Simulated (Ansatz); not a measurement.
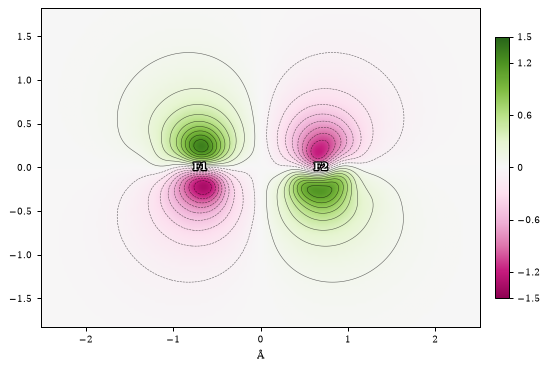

Figure 1: F2. The HOMO on a plane that holds the molecular axis (values in Å⁻³ᐟ²; the overall sign is arbitrary).

Geometry: PBE0-D4/def2-TZVP.

Level of theory: RKS PBE0-D4/def2-TZVPPD in Ansatz 0.2.0.

Q: Where does this orbital lie, and at what energy?

A: Its weight (Hirshfeld) is mainly on F1 (about 50 %) and F2 (about 50 %); it is gerade (even under inversion); π-antibonding (π*) across F1–F2. It is one of a degenerate set, so its orientation is arbitrary. Its energy is −11.70 eV.
